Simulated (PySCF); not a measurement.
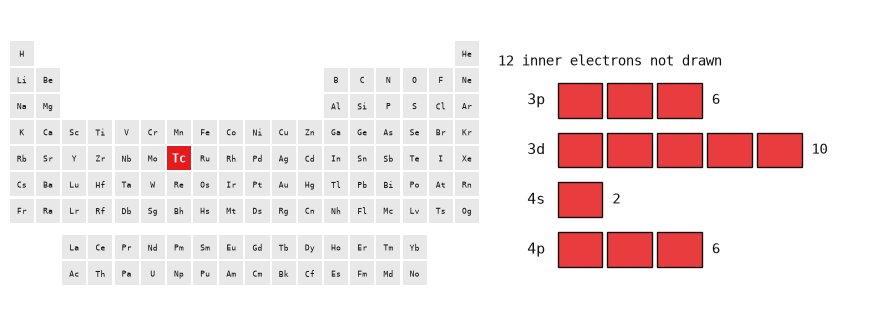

Left, the place of technetium in the periodic table; right, the outer shells of the nominal configuration: a box for each of the 2l + 1 orbitals, shaded by the share of the shell that is filled, with the electron count at the right.

## Tc⁷⁺: atomic calculation

System: Tc⁷⁺, configuration 1s2 2s2 2p6 3s2 3p6 3d10 4s2 4p6, multiplicity 1.
Method: unrestricted HF, x2c-SVPall, spin-free X2C-1e, Gaussian nucleus (PySCF).

Input file:
```python
from pyscf import gto, scf, dft, mp, cc
import basis_set_exchange as bse
mol = gto.M(atom="Tc 0 0 0", charge=7, spin=0, symmetry="D2h",
            basis=gto.basis.parse(bse.get_basis("x2c-SVPall", elements=["Tc"], fmt="nwchem", header=False)),
            nucmod="G")
mf = scf.UHF(mol).sfx2c1e()
mf.irrep_nelec = {'Ag': (6, 6), 'B1g': (1, 1), 'B2g': (1, 1), 'B3g': (1, 1), 'B1u': (3, 3), 'B2u': (3, 3), 'B3u': (3, 3)}
mf.kernel()
```

The script is an equivalent of what the driver set up; the driver started from orbitals of its own, so the log can be shorter than this script's would be, and it computed the properties (radii, ⟨L²⟩, response) afterwards. It held the occupations shell by shell, which the script's counts by irreducible representation don't always enforce.

Hardware: 1 thread of Arm Neoverse V1, 23 GiB of memory available, shared host.

The run was one of a batch that the task file lists, launched with:
```bash
OMP_NUM_THREADS=1 python <driver script> TASK.json OUT
```

Log (extracts):
```
damping factor = 0
level_shift factor = 0
DIIS = <class 'pyscf.scf.diis.CDIIS'>
diis_start_cycle = 1
diis_space = 10
diis_damp = 0
SCF conv_tol = 1e-09
SCF conv_tol_grad = None
number electrons alpha = 18  beta = 18
cycle= 1 E= -4271.34233900161  delta_E= 1.82e-12  |g|= 3.76e-08  |ddm|= 2.49e-07
converged SCF energy = -4271.34233900161  <S^2> = -1.4210855e-14  2S+1 = 1
```

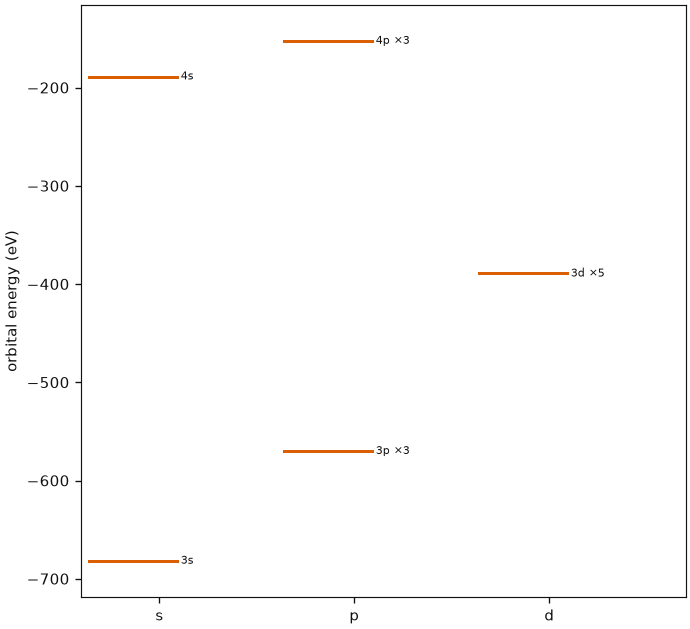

Orbital energies of the mean field, from the top down to −681.8 eV, by angular momentum; ×n counts the orbitals under one label. The highest filled orbital is 4p at −152.6 eV, the lowest empty one d at −87.9 eV.

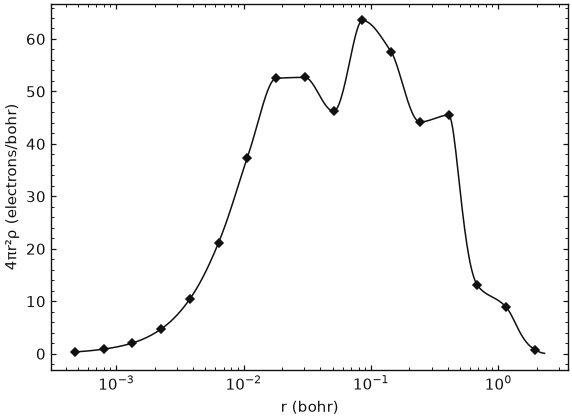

Spherically averaged radial density 4πr²ρ of the mean field; markers are the stored points, which are sparse, and the line is a monotone interpolation between them. The largest stored value is 63.5 electrons/bohr at r = 0.086 bohr. Root-mean-square radii of the shells: 2s 0.162, 3d 0.433, 3s 0.441, 3p 0.446, 4s 1.11, 4p 1.17 bohr.

Outcome:

| quantity | value |
| --- | --- |
| outcome | converged |
| total energy | −4271.3423 hartree |
| SCF iterations | 1 |

What is odd here:

This input holds a deliberate oddity: basis of the neutral atom used for a highly charged ion. The program ran to the end. Its numbers are those of this setting; this run alone doesn't show how far the oddity moves them. Radii and densities are those of the two-component orbitals, without the picture-change correction, so the innermost s shells come out slightly too small (about 1 % for 1s near Z = 40, more for heavier atoms).
